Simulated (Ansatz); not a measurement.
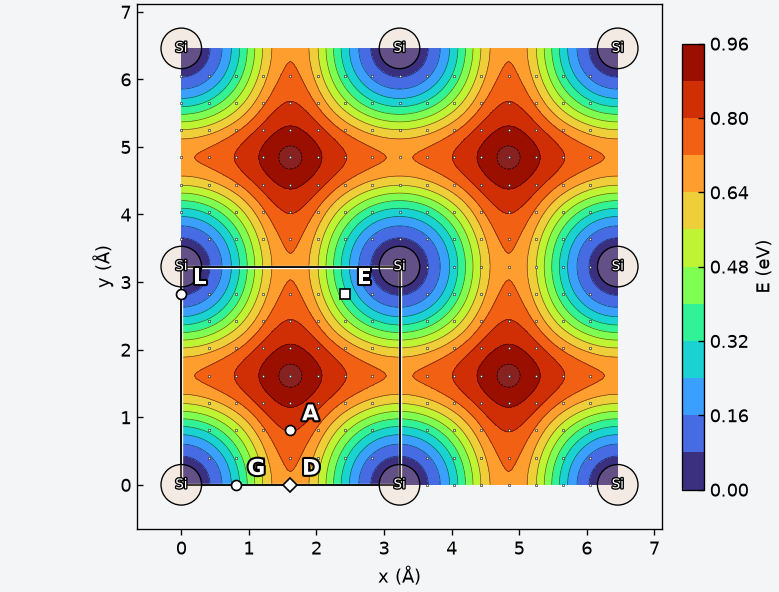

Cl on a Si₂W(001) slab cut from the I4/mmm phase, its upper half relaxed before the scan (6 atoms of substrate and one adsorbate in a 1 × 1 cell). Cl is moved over the surface cell; relaxed at each place: the height of the adsorbate's atoms; substrate rigid; the origin of the map has the adsorbate above Si6. Places are given modulo a cell vector. The map is drawn in real space over the plane of the surface. Grid: 8 × 8 points; 15 points were computed and 49 follow by symmetry. All energies are given in eV relative to the lowest grid point. With one adsorbate in each 1 × 1 cell, its nearest image is 3.2 Å away, so neighbouring adsorbates interact. Theory: DFT PBE, scalar-relativistic, plane waves, PAW in Ansatz. Settings: cutoff 420 eV, k-mesh 8×8×1, gaussian smearing 0.1 eV, no spin polarisation.

Drawn: filled contours, dots at the grid points, labelled circles for the atoms of the top layer and small ones for the second layer, the outline of one cell of the 2 × 2 shown, lettered points. Between grid points the surface is interpolated.

Q: Rank the lettered points by energy, lowest first.

A: L (0.07 eV), G (0.28 eV), E (0.34 eV), D (0.71 eV), A (0.80 eV).

Q: What kind of point is each of D, E, G: minimum, saddle, maximum or slope?

A: D: saddle point; E: on a slope; G: on a slope. (In these two coordinates alone; a stationary point may lie a little off the grid point.)
